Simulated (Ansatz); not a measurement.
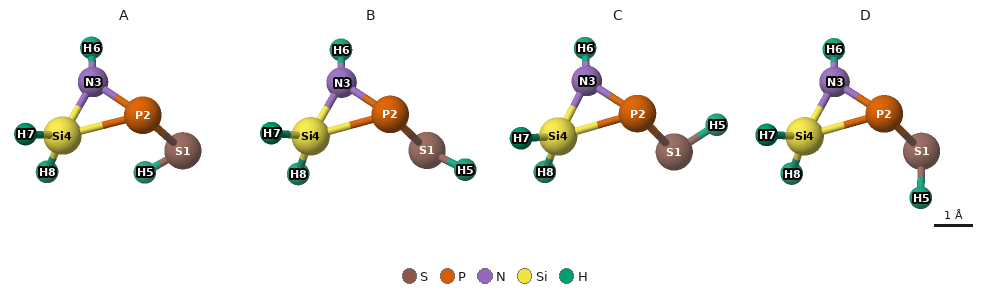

4 geometries from a converged minimum-energy path of SiPNH$_{4}$S, shuffled. A ball-and-stick model, seen at a tilt.

Method: RHF/def2-SVP in Ansatz. Run with 5 movable images; climbing image; force threshold 0.03 eV/Å; iteration limit 59; starting path through a guess of the saddle point.

**Which of them lies highest in energy?**

D. In order along the path, whose images run from 0 to 6: C (image 0, 0.00 kcal/mol), B (image 2, +2.18 kcal/mol), D (image 4, +3.90 kcal/mol), A (image 6, +1.70 kcal/mol). The motion is a rotation about the S1–P2 bond by about 200°. No bond forms or breaks between the ends. Bond angles that change up to the highest image, for instance: S1–P2–N3 106.2° → 103.2°.

Limits of the set-up: Hartree-Fock leaves out electron correlation.
